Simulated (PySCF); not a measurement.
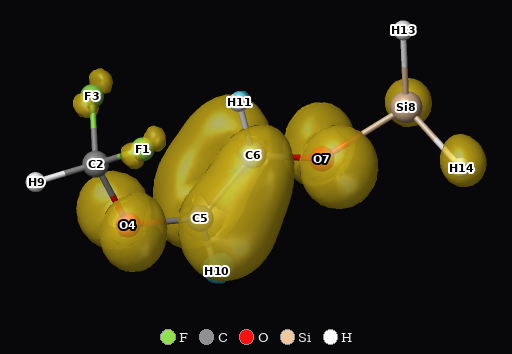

Figure 1: C₃H₆F₂O₂Si (SMILES FC(F)O[CH+][CH]O[SiH3]) (charge +1, doublet). Isosurfaces of the spin density (α minus β) at +0.015 (yellow) and −0.015 e/Å³ (cyan), seen at an oblique angle.

Geometry: GFN2-xTB.

These are results of PySCF 2.14.0, density-fitted response routines, UKS B3LYP, pcH-1 on C F H O Si, non-relativistic, mean-field spin-orbit, GIAO, not measurements.

```xyz
14

F    -2.6437    0.4862   -0.2480
C    -2.5530   -0.2396    0.8736
F    -2.2298   -1.4841    0.4992
O    -1.5697    0.2797    1.7011
C    -0.3179    0.3901    1.2935
C     0.2041    0.0423    0.0623
O     1.4606    0.2203   -0.1734
Si    2.6171    0.0296   -1.3633
H    -3.5110   -0.2359    1.4140
H     0.3222    0.8113    2.0633
H    -0.4087   -0.3826   -0.7299
H     3.5335   -0.8113   -0.5851
H     2.0429   -0.5365   -2.5765
H     3.0526    1.4300   -1.4129
```

> Which atoms carry the spin?

The unpaired spin (1 electron) lies mostly on C5 (about 0.3), C6 (about 0.2), O7 (about 0.2) and O4 (about 0.2), in electrons by Hirshfeld's partition.
